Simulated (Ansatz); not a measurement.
# H2S (triplet): B3LYP, r2SCAN0, BHLYP over a scan of the distance H1–H2 along a hydrogen transfer, cc-pVTZ

Aim: run H2S (triplet) with these functionals over a scan of the distance H1–H2 along a hydrogen transfer, and hold them against the top wave-function level at the same points.

Computed with Ansatz 0.2.0, Gaussian basis. Level: cc-pVTZ, all electrons in the functionals.

The runs, in order: B3LYP, r2SCAN0, BHLYP, at 0.693 Å; 0.745 Å; 0.834 Å; 0.923 Å; 1.012 Å; 1.101 Å; 1.190 Å; 1.279 Å; 1.368 Å.

8 further runs of the same task are left out: 1 for a mislabelled method, 6 that didn't finish, 1 set aside as unsound or not needed.

### Step 1. The system

The geometry derives from fragments relaxed apart (PBE0/def2-TZVP) and kept rigid, so it is no stationary point. A hydrogen atom is moved between rigid fragments.

3 atoms, charge 0, spin multiplicity 3.

Atoms are counted from 1 here; the program's logs count them from 0.

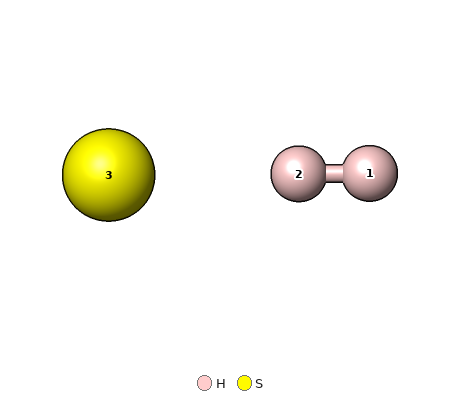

The structure; hydrogen pink, sulfur yellow; atoms are numbered from 1 in the order of the file.

As a file:

```xyz
3
H2S
H     0.0000    0.0000   -1.1643
H     0.0000    0.0000   -0.4193
S     0.0000    0.0000    1.5837
```

No dispersion term is added. B3LYP takes the VWN-RPA correlation.

The geometry shown and the zero of energy belong to the point 0.745 Å. The yardstick, UCCSDT(Q), and other wave-function levels (R restricted, U unrestricted, valence and pair active spaces) come from earlier runs.

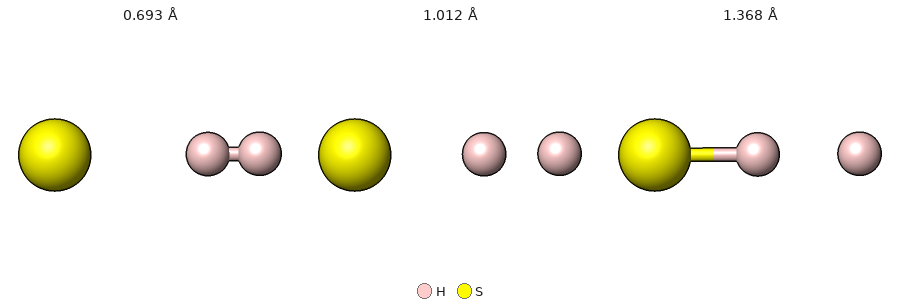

Three points of the scan; sticks are drawn by distance.

### Step 2. B3LYP, 0.693 Å

File in.yaml:

```yaml
crystal:
  periodic: [false, false, false]
  atoms:
    - {symbol: H, position_ang: [0.000000, 0.000000, -1.147000]}
    - {symbol: H, position_ang: [0.000000, 0.000000, -0.454000]}
    - {symbol: S, position_ang: [0.000000, 0.000000, 1.601000]}
basis:
  gaussian: {orbitals: cc-pVTZ}
magnetization: {spin_polarized: true, initial_magnetization: 2}
hamiltonian: {xc: {name: B3LYP}}
```

The run is started by

```bash
> ansatz run in.yaml --threads 1 --pin off --events-out ev --progress --plain --max-ram 2393MiB
```

Log:

```text
Functional definition: B3LYP
  name "B3LYP"
  cite "Stephens, Devlin, Chabalowski & Frisch, J. Phys. Chem. 98, 11623 (1994) doi:10.1021/j100096a001"
  cite "Becke, Phys. Rev. A 38, 3098 (1988) doi:10.1103/PhysRevA.38.3098"
  cite "Lee, Yang & Parr, Phys. Rev. B 37, 785 (1988) doi:10.1103/PhysRevB.37.785"
  cite "Vosko, Wilk & Nusair, Can. J. Phys. 58, 1200 (1980) doi:10.1139/p80-159"
  parameter a0 = 0.2
  parameter ax = 0.72
  parameter ac = 0.81
  exchange = (1 - a0 - ax)*slater_x + ax*b88_x + a0*exact_x
  correlation = (1 - ac)*vwn_rpa_c + ac*lyp_c
404 factors; their error is unknown
mean field evaluation 1: about -10865.4539 eV, gradient 6.9e0 eV
mean field evaluation 2: about -10865.7385 eV, gradient 2.3e0 eV
mean field evaluation 4: about -10865.7800 eV, gradient 2.1e-1 eV
mean field evaluation 8: about -10865.7870 eV, gradient 3.7e-3 eV
mean field evaluation 16: about -10865.7870 eV, gradient 2.3e-5 eV
mean field -10865.78699707 eV, -399.3103070473 hartree, gradient 3.6e-6 eV, S^2 2.004392; 1 other end points of the search recorded, 0 dependent functions left out
reference -10865.78717210 eV, -399.3103134795 hartree; 10, 8 occupied and 52, 54 virtual orbitals, 404 factors
Total energy: -10865.78717210 eV, -399.3103134795 hartree
```

It took 1.6 s on 1 thread of Arm Neoverse V2, shared host.

From the report: ⟨S²⟩ of the determinant 2.004 (pure triplet: 2.00).

### Step 3. B3LYP, 0.745 Å

File in.yaml:

```yaml
crystal:
  periodic: [false, false, false]
  atoms:
    - {symbol: H, position_ang: [0.000000, 0.000000, -1.164333]}
    - {symbol: H, position_ang: [0.000000, 0.000000, -0.419333]}
    - {symbol: S, position_ang: [0.000000, 0.000000, 1.583667]}
basis:
  gaussian: {orbitals: cc-pVTZ}
magnetization: {spin_polarized: true, initial_magnetization: 2}
hamiltonian: {xc: {name: B3LYP}}
```

The command is unchanged.

Log, cut to the lines that bear on the results:

```text
Functional definition: B3LYP
  name "B3LYP"
  cite "Stephens, Devlin, Chabalowski & Frisch, J. Phys. Chem. 98, 11623 (1994) doi:10.1021/j100096a001"
  cite "Becke, Phys. Rev. A 38, 3098 (1988) doi:10.1103/PhysRevA.38.3098"
  cite "Lee, Yang & Parr, Phys. Rev. B 37, 785 (1988) doi:10.1103/PhysRevB.37.785"
  cite "Vosko, Wilk & Nusair, Can. J. Phys. 58, 1200 (1980) doi:10.1139/p80-159"
[...]
404 factors; their error is unknown
[...]
mean field -10865.83777965 eV, -399.3121732727 hartree, gradient 1.3e-5 eV, S^2 2.004883; 1 other end points of the search recorded, 0 dependent functions left out
reference -10865.83795674 eV, -399.3121797807 hartree; 10, 8 occupied and 52, 54 virtual orbitals, 404 factors
Total energy: -10865.83795674 eV, -399.3121797807 hartree
```

Wall time 1.2 s (1 thread of Arm Neoverse V2, shared host).

From the report: ⟨S²⟩ of the determinant 2.005 (pure triplet: 2.00).

### Step 4. B3LYP, 0.834 Å

File in.yaml:

```yaml
crystal:
  periodic: [false, false, false]
  atoms:
    - {symbol: H, position_ang: [0.000000, 0.000000, -1.194000]}
    - {symbol: H, position_ang: [0.000000, 0.000000, -0.360000]}
    - {symbol: S, position_ang: [0.000000, 0.000000, 1.554000]}
basis:
  gaussian: {orbitals: cc-pVTZ}
magnetization: {spin_polarized: true, initial_magnetization: 2}
hamiltonian: {xc: {name: B3LYP}}
```

The command is unchanged.

Log, cut to the lines that bear on the results:

```text
Functional definition: B3LYP
  name "B3LYP"
  cite "Stephens, Devlin, Chabalowski & Frisch, J. Phys. Chem. 98, 11623 (1994) doi:10.1021/j100096a001"
  cite "Becke, Phys. Rev. A 38, 3098 (1988) doi:10.1103/PhysRevA.38.3098"
  cite "Lee, Yang & Parr, Phys. Rev. B 37, 785 (1988) doi:10.1103/PhysRevB.37.785"
  cite "Vosko, Wilk & Nusair, Can. J. Phys. 58, 1200 (1980) doi:10.1139/p80-159"
[...]
404 factors; their error is unknown
[...]
mean field -10865.73875157 eV, -399.3085340579 hartree, gradient 5.9e-6 eV, S^2 2.006528; 1 other end points of the search recorded, 0 dependent functions left out
reference -10865.73893150 eV, -399.3085406704 hartree; 10, 8 occupied and 52, 54 virtual orbitals, 404 factors
Total energy: -10865.73893150 eV, -399.3085406704 hartree
```

Run time: 0.78 s. Hardware: 1 thread of Arm Neoverse V2, shared host.

From the report: ⟨S²⟩ of the determinant 2.007 (pure triplet: 2.00).

From 0.745 Å: +9.6 kJ/mol.

### Step 5. B3LYP, 0.923 Å

File in.yaml:

```yaml
crystal:
  periodic: [false, false, false]
  atoms:
    - {symbol: H, position_ang: [0.000000, 0.000000, -1.223667]}
    - {symbol: H, position_ang: [0.000000, 0.000000, -0.300667]}
    - {symbol: S, position_ang: [0.000000, 0.000000, 1.524333]}
basis:
  gaussian: {orbitals: cc-pVTZ}
magnetization: {spin_polarized: true, initial_magnetization: 2}
hamiltonian: {xc: {name: B3LYP}}
```

The command is unchanged.

Log, cut to the lines that bear on the results:

```text
Functional definition: B3LYP
  name "B3LYP"
  cite "Stephens, Devlin, Chabalowski & Frisch, J. Phys. Chem. 98, 11623 (1994) doi:10.1021/j100096a001"
  cite "Becke, Phys. Rev. A 38, 3098 (1988) doi:10.1103/PhysRevA.38.3098"
  cite "Lee, Yang & Parr, Phys. Rev. B 37, 785 (1988) doi:10.1103/PhysRevB.37.785"
  cite "Vosko, Wilk & Nusair, Can. J. Phys. 58, 1200 (1980) doi:10.1139/p80-159"
[...]
404 factors; their error is unknown
[...]
mean field -10865.52745657 eV, -399.3007691100 hartree, gradient 1.0e-5 eV, S^2 2.009689; 1 other end points of the search recorded, 0 dependent functions left out
reference -10865.52763770 eV, -399.3007757662 hartree; 10, 8 occupied and 52, 54 virtual orbitals, 404 factors
Total energy: -10865.52763770 eV, -399.3007757662 hartree
```

Run time: 0.81 s. Hardware: 1 thread of Arm Neoverse V2, shared host.

From the report: ⟨S²⟩ of the determinant 2.010 (pure triplet: 2.00).

From 0.745 Å: +29.9 kJ/mol.

### Step 6. B3LYP, 1.012 Å

File in.yaml:

```yaml
crystal:
  periodic: [false, false, false]
  atoms:
    - {symbol: H, position_ang: [0.000000, 0.000000, -1.253333]}
    - {symbol: H, position_ang: [0.000000, 0.000000, -0.241333]}
    - {symbol: S, position_ang: [0.000000, 0.000000, 1.494667]}
basis:
  gaussian: {orbitals: cc-pVTZ}
magnetization: {spin_polarized: true, initial_magnetization: 2}
hamiltonian: {xc: {name: B3LYP}}
```

The command is unchanged.

Log, cut to the lines that bear on the results:

```text
Functional definition: B3LYP
  name "B3LYP"
  cite "Stephens, Devlin, Chabalowski & Frisch, J. Phys. Chem. 98, 11623 (1994) doi:10.1021/j100096a001"
  cite "Becke, Phys. Rev. A 38, 3098 (1988) doi:10.1103/PhysRevA.38.3098"
  cite "Lee, Yang & Parr, Phys. Rev. B 37, 785 (1988) doi:10.1103/PhysRevB.37.785"
  cite "Vosko, Wilk & Nusair, Can. J. Phys. 58, 1200 (1980) doi:10.1139/p80-159"
[...]
404 factors; their error is unknown
[...]
mean field -10865.30745826 eV, -399.2926843213 hartree, gradient 3.0e-5 eV, S^2 2.013864; 1 other end points of the search recorded, 0 dependent functions left out
reference -10865.30763849 eV, -399.2926909446 hartree; 10, 8 occupied and 52, 54 virtual orbitals, 404 factors
Total energy: -10865.30763849 eV, -399.2926909446 hartree
```

It took 0.84 s on 1 thread of Arm Neoverse V2, shared host.

From the report: ⟨S²⟩ of the determinant 2.014 (pure triplet: 2.00).

From 0.745 Å: +51.2 kJ/mol.

### Step 7. B3LYP, 1.101 Å

File in.yaml:

```yaml
crystal:
  periodic: [false, false, false]
  atoms:
    - {symbol: H, position_ang: [0.000000, 0.000000, -1.283000]}
    - {symbol: H, position_ang: [0.000000, 0.000000, -0.182000]}
    - {symbol: S, position_ang: [0.000000, 0.000000, 1.465000]}
basis:
  gaussian: {orbitals: cc-pVTZ}
magnetization: {spin_polarized: true, initial_magnetization: 2}
hamiltonian: {xc: {name: B3LYP}}
```

Launched as before.

Log, cut to the lines that bear on the results:

```text
Functional definition: B3LYP
  name "B3LYP"
  cite "Stephens, Devlin, Chabalowski & Frisch, J. Phys. Chem. 98, 11623 (1994) doi:10.1021/j100096a001"
  cite "Becke, Phys. Rev. A 38, 3098 (1988) doi:10.1103/PhysRevA.38.3098"
  cite "Lee, Yang & Parr, Phys. Rev. B 37, 785 (1988) doi:10.1103/PhysRevB.37.785"
  cite "Vosko, Wilk & Nusair, Can. J. Phys. 58, 1200 (1980) doi:10.1139/p80-159"
[...]
404 factors; their error is unknown
[...]
mean field -10865.14817765 eV, -399.2868308667 hartree, gradient 3.3e-5 eV, S^2 2.016322; 1 other end points of the search recorded, 0 dependent functions left out
reference -10865.14835579 eV, -399.2868374133 hartree; 10, 8 occupied and 52, 54 virtual orbitals, 404 factors
Total energy: -10865.14835579 eV, -399.2868374133 hartree
```

Wall time 0.84 s (1 thread of Arm Neoverse V2, shared host).

From the report: ⟨S²⟩ of the determinant 2.016 (pure triplet: 2.00).

From 0.745 Å: +66.5 kJ/mol.

### Step 8. B3LYP, 1.190 Å

File in.yaml:

```yaml
crystal:
  periodic: [false, false, false]
  atoms:
    - {symbol: H, position_ang: [0.000000, 0.000000, -1.312667]}
    - {symbol: H, position_ang: [0.000000, 0.000000, -0.122667]}
    - {symbol: S, position_ang: [0.000000, 0.000000, 1.435333]}
basis:
  gaussian: {orbitals: cc-pVTZ}
magnetization: {spin_polarized: true, initial_magnetization: 2}
hamiltonian: {xc: {name: B3LYP}}
```

Launched as before.

Log, cut to the lines that bear on the results:

```text
Functional definition: B3LYP
  name "B3LYP"
  cite "Stephens, Devlin, Chabalowski & Frisch, J. Phys. Chem. 98, 11623 (1994) doi:10.1021/j100096a001"
  cite "Becke, Phys. Rev. A 38, 3098 (1988) doi:10.1103/PhysRevA.38.3098"
  cite "Lee, Yang & Parr, Phys. Rev. B 37, 785 (1988) doi:10.1103/PhysRevB.37.785"
  cite "Vosko, Wilk & Nusair, Can. J. Phys. 58, 1200 (1980) doi:10.1139/p80-159"
[...]
404 factors; their error is unknown
[...]
mean field -10865.07594205 eV, -399.2841762573 hartree, gradient 1.6e-5 eV, S^2 2.014837; 1 other end points of the search recorded, 0 dependent functions left out
reference -10865.07611845 eV, -399.2841827400 hartree; 10, 8 occupied and 52, 54 virtual orbitals, 404 factors
Total energy: -10865.07611845 eV, -399.2841827400 hartree
```

Run time: 0.75 s. Hardware: 1 thread of Arm Neoverse V2, shared host.

From the report: ⟨S²⟩ of the determinant 2.015 (pure triplet: 2.00).

From 0.745 Å: +73.5 kJ/mol.

### Step 9. B3LYP, 1.279 Å

File in.yaml:

```yaml
crystal:
  periodic: [false, false, false]
  atoms:
    - {symbol: H, position_ang: [0.000000, 0.000000, -1.342333]}
    - {symbol: H, position_ang: [0.000000, 0.000000, -0.063333]}
    - {symbol: S, position_ang: [0.000000, 0.000000, 1.405667]}
basis:
  gaussian: {orbitals: cc-pVTZ}
magnetization: {spin_polarized: true, initial_magnetization: 2}
hamiltonian: {xc: {name: B3LYP}}
```

Same command.

Log:

```text
Functional definition: B3LYP
  name "B3LYP"
  cite "Stephens, Devlin, Chabalowski & Frisch, J. Phys. Chem. 98, 11623 (1994) doi:10.1021/j100096a001"
  cite "Becke, Phys. Rev. A 38, 3098 (1988) doi:10.1103/PhysRevA.38.3098"
  cite "Lee, Yang & Parr, Phys. Rev. B 37, 785 (1988) doi:10.1103/PhysRevB.37.785"
  cite "Vosko, Wilk & Nusair, Can. J. Phys. 58, 1200 (1980) doi:10.1139/p80-159"
  parameter a0 = 0.2
  parameter ax = 0.72
  parameter ac = 0.81
  exchange = (1 - a0 - ax)*slater_x + ax*b88_x + a0*exact_x
  correlation = (1 - ac)*vwn_rpa_c + ac*lyp_c
404 factors; their error is unknown
mean field evaluation 1: about -10864.7480 eV, gradient 5.7e0 eV
mean field evaluation 2: about -10864.9693 eV, gradient 3.6e0 eV
mean field evaluation 4: about -10865.0590 eV, gradient 2.8e-1 eV
mean field evaluation 8: about -10865.0660 eV, gradient 1.4e-2 eV
mean field -10865.06602731 eV, -399.2838118973 hartree, gradient 1.1e-5 eV, S^2 2.011017; 0 other end points of the search recorded, 0 dependent functions left out
reference -10865.06620284 eV, -399.2838183480 hartree; 10, 8 occupied and 52, 54 virtual orbitals, 404 factors
Total energy: -10865.06620284 eV, -399.2838183480 hartree
```

Wall time 0.66 s (1 thread of Arm Neoverse V2, shared host).

From the report: ⟨S²⟩ of the determinant 2.011 (pure triplet: 2.00).

From 0.745 Å: +74.5 kJ/mol.

### Step 10. B3LYP, 1.368 Å

File in.yaml:

```yaml
crystal:
  periodic: [false, false, false]
  atoms:
    - {symbol: H, position_ang: [0.000000, 0.000000, -1.372000]}
    - {symbol: H, position_ang: [0.000000, 0.000000, -0.004000]}
    - {symbol: S, position_ang: [0.000000, 0.000000, 1.376000]}
basis:
  gaussian: {orbitals: cc-pVTZ}
magnetization: {spin_polarized: true, initial_magnetization: 2}
hamiltonian: {xc: {name: B3LYP}}
```

The command is unchanged.

Log, cut to the lines that bear on the results:

```text
Functional definition: B3LYP
  name "B3LYP"
  cite "Stephens, Devlin, Chabalowski & Frisch, J. Phys. Chem. 98, 11623 (1994) doi:10.1021/j100096a001"
  cite "Becke, Phys. Rev. A 38, 3098 (1988) doi:10.1103/PhysRevA.38.3098"
  cite "Lee, Yang & Parr, Phys. Rev. B 37, 785 (1988) doi:10.1103/PhysRevB.37.785"
  cite "Vosko, Wilk & Nusair, Can. J. Phys. 58, 1200 (1980) doi:10.1139/p80-159"
[...]
404 factors; their error is unknown
[...]
mean field -10865.05041034 eV, -399.2832379843 hartree, gradient 8.8e-6 eV, S^2 2.007626; 0 other end points of the search recorded, 0 dependent functions left out
reference -10865.05058555 eV, -399.2832444231 hartree; 10, 8 occupied and 52, 54 virtual orbitals, 404 factors
Total energy: -10865.05058555 eV, -399.2832444231 hartree
```

It took 0.69 s on 1 thread of Arm Neoverse V2, shared host.

From the report: ⟨S²⟩ of the determinant 2.008 (pure triplet: 2.00).

From 0.745 Å: +76.0 kJ/mol.

### Step 11. r2SCAN0, 0.693 Å

File in.yaml:

```yaml
crystal:
  periodic: [false, false, false]
  atoms:
    - {symbol: H, position_ang: [0.000000, 0.000000, -1.147000]}
    - {symbol: H, position_ang: [0.000000, 0.000000, -0.454000]}
    - {symbol: S, position_ang: [0.000000, 0.000000, 1.601000]}
basis:
  gaussian: {orbitals: cc-pVTZ}
magnetization: {spin_polarized: true, initial_magnetization: 2}
hamiltonian: {xc: {name: r2SCAN0}}
```

Same command.

Log, cut to the lines that bear on the results:

```text
Functional definition: r2SCAN0
  name "r2SCAN0"
  cite "Bursch, Neugebauer, Ehlert & Grimme, J. Chem. Phys. 156, 134105 (2022) doi:10.1063/5.0086040"
  cite "Furness, Kaplan, Ning, Perdew & Sun, J. Phys. Chem. Lett. 11, 8208 (2020) doi:10.1021/acs.jpclett.0c02405"
  cite "Furness, Kaplan, Ning, Perdew & Sun, J. Phys. Chem. Lett. 11, 9248 (2020) doi:10.1021/acs.jpclett.0c03077"
  parent r2scan
[...]
404 factors; their error is unknown
[...]
mean field -10864.21675056 eV, -399.2526015523 hartree, gradient 2.9e-6 eV, S^2 2.008387; 1 other end points of the search recorded, 0 dependent functions left out
reference -10864.21675745 eV, -399.2526018058 hartree; 10, 8 occupied and 52, 54 virtual orbitals, 404 factors
Total energy: -10864.21675745 eV, -399.2526018058 hartree
```

It took 3.1 s on 1 thread of Arm Neoverse V2, shared host.

From the report: ⟨S²⟩ of the determinant 2.008 (pure triplet: 2.00).

### Step 12. r2SCAN0, 0.745 Å

File in.yaml:

```yaml
crystal:
  periodic: [false, false, false]
  atoms:
    - {symbol: H, position_ang: [0.000000, 0.000000, -1.164333]}
    - {symbol: H, position_ang: [0.000000, 0.000000, -0.419333]}
    - {symbol: S, position_ang: [0.000000, 0.000000, 1.583667]}
basis:
  gaussian: {orbitals: cc-pVTZ}
magnetization: {spin_polarized: true, initial_magnetization: 2}
hamiltonian: {xc: {name: r2SCAN0}}
```

The command is unchanged.

Log, cut to the lines that bear on the results:

```text
Functional definition: r2SCAN0
  name "r2SCAN0"
  cite "Bursch, Neugebauer, Ehlert & Grimme, J. Chem. Phys. 156, 134105 (2022) doi:10.1063/5.0086040"
  cite "Furness, Kaplan, Ning, Perdew & Sun, J. Phys. Chem. Lett. 11, 8208 (2020) doi:10.1021/acs.jpclett.0c02405"
  cite "Furness, Kaplan, Ning, Perdew & Sun, J. Phys. Chem. Lett. 11, 9248 (2020) doi:10.1021/acs.jpclett.0c03077"
  parent r2scan
[...]
404 factors; their error is unknown
[...]
mean field -10864.26189446 eV, -399.2542605603 hartree, gradient 1.7e-5 eV, S^2 2.009277; 1 other end points of the search recorded, 0 dependent functions left out
reference -10864.26190140 eV, -399.2542608153 hartree; 10, 8 occupied and 52, 54 virtual orbitals, 404 factors
Total energy: -10864.26190140 eV, -399.2542608153 hartree
```

Wall time 3 s (1 thread of Arm Neoverse V2, shared host).

From the report: ⟨S²⟩ of the determinant 2.009 (pure triplet: 2.00).

### Step 13. r2SCAN0, 0.834 Å

File in.yaml:

```yaml
crystal:
  periodic: [false, false, false]
  atoms:
    - {symbol: H, position_ang: [0.000000, 0.000000, -1.194000]}
    - {symbol: H, position_ang: [0.000000, 0.000000, -0.360000]}
    - {symbol: S, position_ang: [0.000000, 0.000000, 1.554000]}
basis:
  gaussian: {orbitals: cc-pVTZ}
magnetization: {spin_polarized: true, initial_magnetization: 2}
hamiltonian: {xc: {name: r2SCAN0}}
```

Same command.

Log, cut to the lines that bear on the results:

```text
Functional definition: r2SCAN0
  name "r2SCAN0"
  cite "Bursch, Neugebauer, Ehlert & Grimme, J. Chem. Phys. 156, 134105 (2022) doi:10.1063/5.0086040"
  cite "Furness, Kaplan, Ning, Perdew & Sun, J. Phys. Chem. Lett. 11, 8208 (2020) doi:10.1021/acs.jpclett.0c02405"
  cite "Furness, Kaplan, Ning, Perdew & Sun, J. Phys. Chem. Lett. 11, 9248 (2020) doi:10.1021/acs.jpclett.0c03077"
  parent r2scan
[...]
404 factors; their error is unknown
[...]
mean field -10864.15509697 eV, -399.2503358249 hartree, gradient 6.3e-6 eV, S^2 2.012340; 1 other end points of the search recorded, 0 dependent functions left out
reference -10864.15510399 eV, -399.2503360830 hartree; 10, 8 occupied and 52, 54 virtual orbitals, 404 factors
Total energy: -10864.15510399 eV, -399.2503360830 hartree
```

It took 3.1 s on 1 thread of Arm Neoverse V2, shared host.

From the report: ⟨S²⟩ of the determinant 2.012 (pure triplet: 2.00).

From 0.745 Å: +10.3 kJ/mol.

### Step 14. r2SCAN0, 0.923 Å

File in.yaml:

```yaml
crystal:
  periodic: [false, false, false]
  atoms:
    - {symbol: H, position_ang: [0.000000, 0.000000, -1.223667]}
    - {symbol: H, position_ang: [0.000000, 0.000000, -0.300667]}
    - {symbol: S, position_ang: [0.000000, 0.000000, 1.524333]}
basis:
  gaussian: {orbitals: cc-pVTZ}
magnetization: {spin_polarized: true, initial_magnetization: 2}
hamiltonian: {xc: {name: r2SCAN0}}
```

Same command.

Log, cut to the lines that bear on the results:

```text
Functional definition: r2SCAN0
  name "r2SCAN0"
  cite "Bursch, Neugebauer, Ehlert & Grimme, J. Chem. Phys. 156, 134105 (2022) doi:10.1063/5.0086040"
  cite "Furness, Kaplan, Ning, Perdew & Sun, J. Phys. Chem. Lett. 11, 8208 (2020) doi:10.1021/acs.jpclett.0c02405"
  cite "Furness, Kaplan, Ning, Perdew & Sun, J. Phys. Chem. Lett. 11, 9248 (2020) doi:10.1021/acs.jpclett.0c03077"
  parent r2scan
[...]
404 factors; their error is unknown
[...]
mean field -10863.94098826 eV, -399.2424674748 hartree, gradient 7.8e-6 eV, S^2 2.018345; 1 other end points of the search recorded, 0 dependent functions left out
reference -10863.94099534 eV, -399.2424677350 hartree; 10, 8 occupied and 52, 54 virtual orbitals, 404 factors
Total energy: -10863.94099534 eV, -399.2424677350 hartree
```

Wall time 3.2 s (1 thread of Arm Neoverse V2, shared host).

From the report: ⟨S²⟩ of the determinant 2.018 (pure triplet: 2.00).

From 0.745 Å: +31.0 kJ/mol.

### Step 15. r2SCAN0, 1.012 Å

File in.yaml:

```yaml
crystal:
  periodic: [false, false, false]
  atoms:
    - {symbol: H, position_ang: [0.000000, 0.000000, -1.253333]}
    - {symbol: H, position_ang: [0.000000, 0.000000, -0.241333]}
    - {symbol: S, position_ang: [0.000000, 0.000000, 1.494667]}
basis:
  gaussian: {orbitals: cc-pVTZ}
magnetization: {spin_polarized: true, initial_magnetization: 2}
hamiltonian: {xc: {name: r2SCAN0}}
```

Launched as before.

Log, cut to the lines that bear on the results:

```text
Functional definition: r2SCAN0
  name "r2SCAN0"
  cite "Bursch, Neugebauer, Ehlert & Grimme, J. Chem. Phys. 156, 134105 (2022) doi:10.1063/5.0086040"
  cite "Furness, Kaplan, Ning, Perdew & Sun, J. Phys. Chem. Lett. 11, 8208 (2020) doi:10.1021/acs.jpclett.0c02405"
  cite "Furness, Kaplan, Ning, Perdew & Sun, J. Phys. Chem. Lett. 11, 9248 (2020) doi:10.1021/acs.jpclett.0c03077"
  parent r2scan
[...]
404 factors; their error is unknown
[...]
mean field -10863.72963458 eV, -399.2347003706 hartree, gradient 1.2e-5 eV, S^2 2.026366; 1 other end points of the search recorded, 0 dependent functions left out
reference -10863.72964168 eV, -399.2347006312 hartree; 10, 8 occupied and 52, 54 virtual orbitals, 404 factors
Total energy: -10863.72964168 eV, -399.2347006312 hartree
```

Run time: 2 s. Hardware: 1 thread of Arm Neoverse V2, shared host.

From the report: ⟨S²⟩ of the determinant 2.026 (pure triplet: 2.00).

From 0.745 Å: +51.4 kJ/mol.

[end of part 1 of 2]
